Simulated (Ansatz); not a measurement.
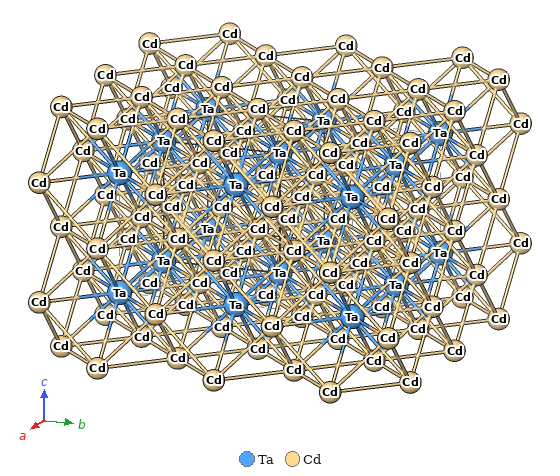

TaCd3 (space group Pm-3m, No. 221). Coordinates: the end point of a relaxation with DFT PBE, scalar-relativistic, plane waves, PAW in Ansatz 0.2.0; the starting structure was generated, so it need not be a known form of this composition.

Bonds are taken as Cd–Cd below 3.4 Å and Cd–Ta below 3.4 Å. The graph is simplified in the usual way: terminal and isolated atoms are pruned, two-connected atoms become edges.

### What kind of net remains, and which atoms are its nodes?

A uninodal 12-connected, three-periodic net: Ta and Cd are 12-connected nodes.

### Name the underlying net.

It is the fcu net, known from cubic close packing.

### Is the net interpenetrated?

It is a single net, without interpenetration.

### How many nodes does the smallest cycle have?

Three.

### Give the first five terms of the coordination sequence (nodes one, two, three … edges away).

Ta and Cd: 12, 42, 92, 162, 252.

The simplified net, drawn on the atoms' positions. Nodes are coloured by element. Short stubs are edges that leave the cut-out.

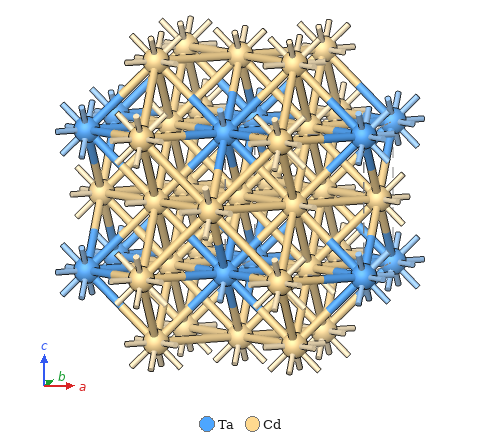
